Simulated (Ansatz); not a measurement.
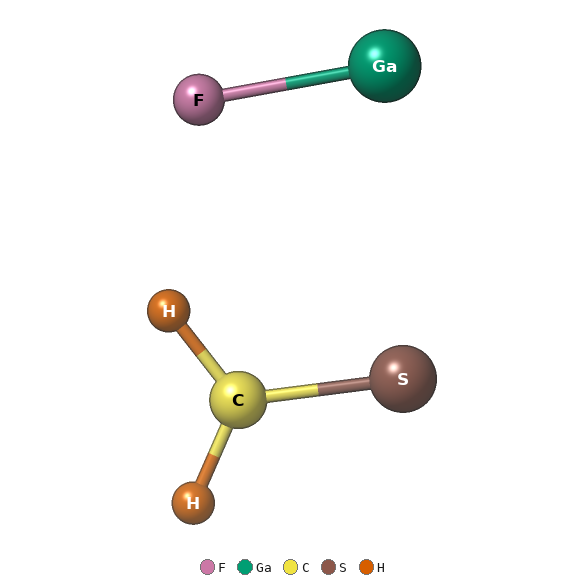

All atoms lie in one plane, which faces the viewer. The computed structure is the end point of a PBE0-D4/def2-TZVP optimisation.

Question: Which symmetry elements does this geometry have?

Answer: It has 1 mirror plane, so the point group is Cs. The group has 2 operations. The geometry is achiral, and symmetry allows a dipole moment.
